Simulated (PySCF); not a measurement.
# EPR calculation, with input and output: C5H10OS (charge −1)

The run: EPR calculation of C5H10OS, charge −1, multiplicity 2, SMILES CCCO[C](C)[S-]. Method and program: UKS B3LYP, pcH-1 on C H O S, non-relativistic, mean-field spin-orbit, GIAO (PySCF 2.14.0).

It belongs to a series of runs on one base structure; here: electron added.

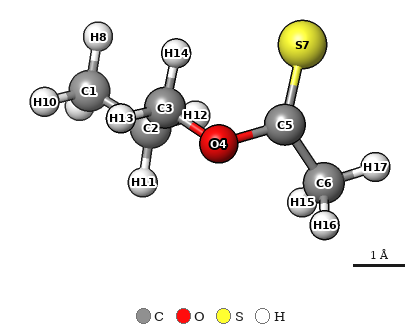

The structure (ball-and-stick view, seen at a tilt; atoms are numbered from 1 in the order of the input).

**Key numbers**

```tsv
quantity	value
outcome	converged
total energy	−669.982051 hartree
⟨S²⟩	0.754
isotropic g	2.0059
hardware	1 CPU thread, shared host
wall time	85 s
peak memory	0.96 GiB
```

**Input**
```
{"job": {"kind": "epr", "basis": "pcH-1"}, "charge": -1, "multiplicity": 2}
C     -2.464424    -0.694094     0.022788
C     -0.984366    -0.528849     0.336345
C     -0.581273     0.947451     0.430573
O      0.759199     1.121903     0.790360
C      1.725487     0.860539    -0.226068
C      2.736614    -0.164508     0.200979
S      1.365118     1.071086    -1.871912
H     -2.698933    -0.227115    -0.931532
H     -2.733199    -1.748866    -0.032498
H     -3.073932    -0.222490     0.793788
H     -0.739231    -1.025711     1.280143
H     -0.383615    -0.983954    -0.453331
H     -1.174814     1.455150     1.203597
H     -0.767382     1.430230    -0.540705
H      2.300543    -1.167767     0.345625
H      3.196585     0.127484     1.151453
H      3.510625    -0.238459    -0.561128
```

The first line tells a small driver script what to run in PySCF; the rest is the geometry in Å.

Run as:
```bash
OMP_NUM_THREADS=1 python <driver script> task.json out
```

**What the program printed**
```
UKS, coarse grid
  cycle   1  E = -669.84602813  |g| = 5.23e-01
  cycle   2  E = -669.76653117  |g| = 7.23e-01
  cycle   3  E = -669.97542478  |g| = 1.24e-01
  cycle   4  E = -669.98078792  |g| = 5.54e-02
  cycle   5  E = -669.98200128  |g| = 1.02e-02
  cycle   6  E = -669.98203287  |g| = 7.10e-03
  cycle   7  E = -669.98206011  |g| = 1.12e-03
  cycle   8  E = -669.98205969  |g| = 7.44e-04
UKS, final grid
  cycle   1  E = -669.98205091  |g| = 8.97e-04
  cycle   2  E = -669.98205056  |g| = 1.25e-03
  cycle   3  E = -669.98205131  |g| = 1.51e-04
  cycle   4  E = -669.98205132  |g| = 4.26e-05
  cycle   5  E = -669.98205132  |g| = 2.75e-05
E = -669.98205132 Eh   <S^2> = 0.7541 (exact 0.7500)
g shifts (ppm)      1          2          3
  rmc          -186       -186       -186
  gc              1         10          6
  oz_so        -509       4876       6910
  total        -694       4701       6730
hyperfine (MHz)  atom isotope    a_iso     a_fc   dipolar eigenvalues
    0   13C       0.86       0.86     -0.40     -0.21      0.61
    1   13C      16.95      16.95     -0.74     -0.61      1.35
    2   13C      18.63      18.62     -3.10     -1.98      5.08
    3   17O     -48.20     -48.10    -20.11      8.99     11.12
    4   13C     180.53     180.32    -66.38    -64.41    130.79
    5   13C      14.90      14.89     -3.04     -1.06      4.09
    6   33S       6.28       6.28    -24.60    -19.88     44.49
    7    1H      -0.17      -0.17     -0.87     -0.59      1.45
    8    1H       0.92       0.92     -0.59     -0.46      1.06
    9    1H       0.17       0.17     -0.62     -0.56      1.18
   10    1H      -0.03      -0.03     -1.61     -1.28      2.89
   11    1H      -0.30      -0.30     -2.44     -1.39      3.83
   12    1H      -3.24      -3.25     -2.38     -2.09      4.47
   13    1H       1.23       1.22     -3.41     -1.39      4.79
   14    1H      82.36      82.36     -3.98     -3.43      7.41
   15    1H      35.99      36.00     -5.33     -3.69      9.02
   16    1H       4.07       4.05     -4.86     -3.63      8.49
```

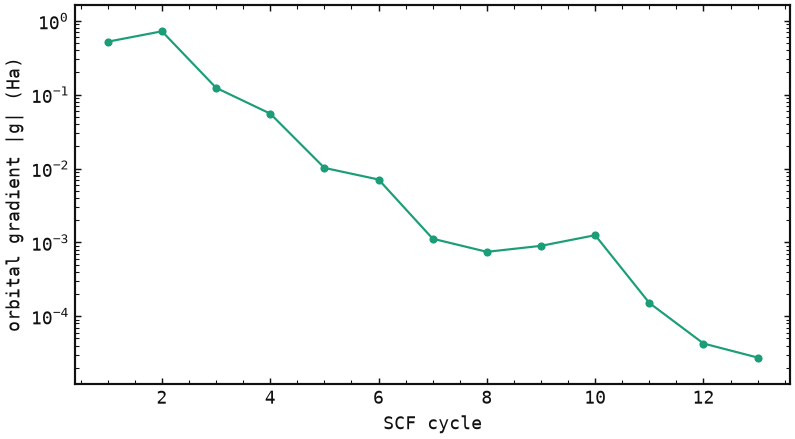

Convergence of the self-consistent field: orbital gradient |g| against the SCF cycle. All cycles printed in the log are drawn one after another.

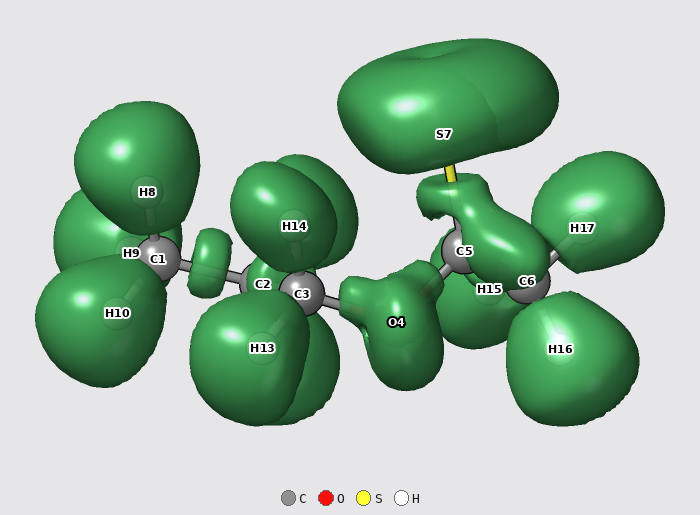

Isosurface of the electron localisation function at 0.75 (green), seen from the side. Only the valence region is drawn (cores and ρ < 0.01 e/Å³ removed). Along the contacts the grid gives the following. C–O (1.40 Å): the ELF peaks at about 0.85 between the atoms, which marks a polar covalent bond. C–C (1.50 Å): the ELF peaks at about 0.95 between the atoms (localised, shared-pair bonding).

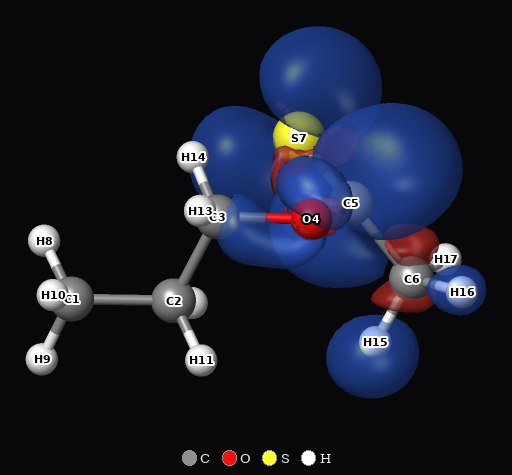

Isosurfaces of the spin density at +0.01 (blue) and −0.01 e/Å³ (red), seen at a tilt. The unpaired spin (1 electron) lies mostly on C5 (about 0.5) and S7 (about 0.3), in electrons by Hirshfeld's partition.

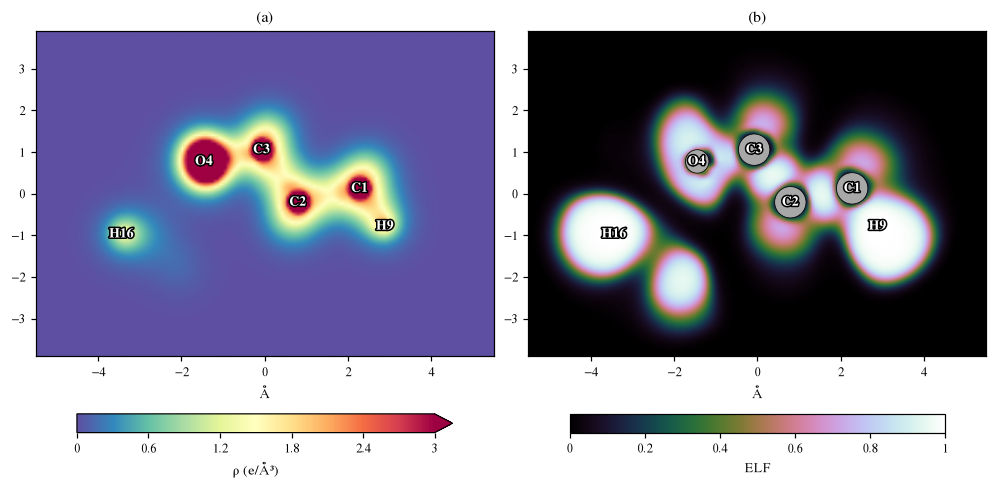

(a) total electron density; (b) electron localisation function on the plane of atoms C1, C2 and C3. Grey discs, where drawn, cover atomic cores.
